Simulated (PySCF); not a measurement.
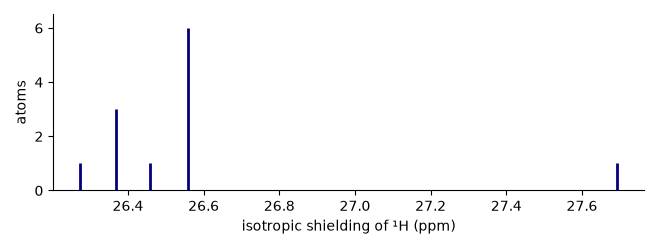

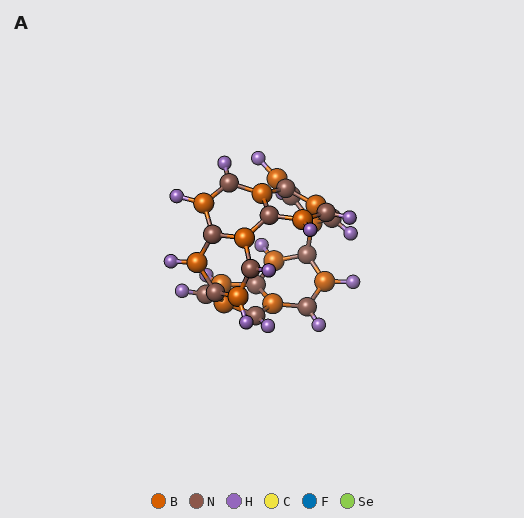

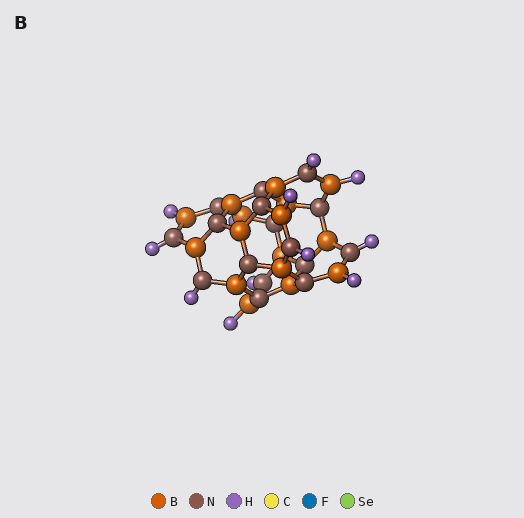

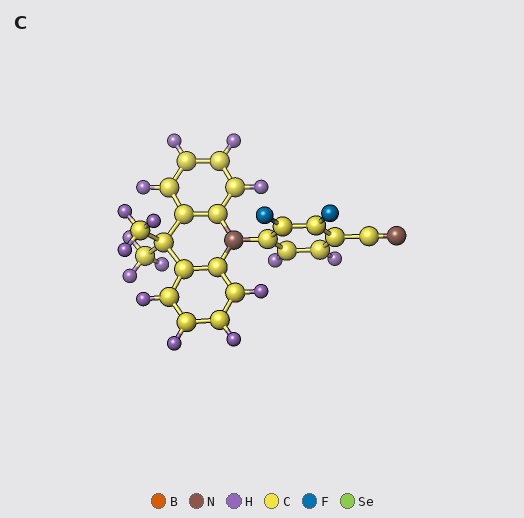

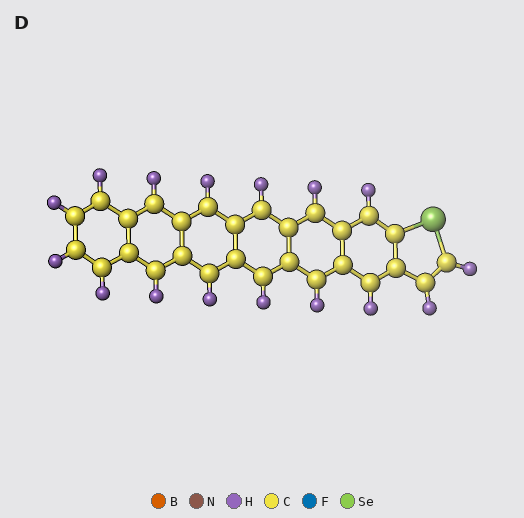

The sticks are computed shieldings of one of the molecules, for one fixed geometry (GFN2-xTB) without averaging over rotations. Low shielding means a high chemical shift. Method: GIAO OPBE/pcSseg-1 NMR shielding, non-relativistic, gas phase (PySCF 2.14.0).

Which molecule gives this pattern?

Answer. B, `B1NB2NB3N4BNB5N6BN1B1N7B8NBN(B9NBN(B%10NBN8B(N%103)N21)B4N95)B67`. Its 12 H atoms give lines at 26.27, 26.37 (3 atoms), 26.46, 26.56 (6 atoms), 27.69 ppm.

The geometry is semi-empirical. Around B, Se such bond lengths and angles can be off by a tenth of an ångström or more and by several degrees, and values that hang on the shape move with them.
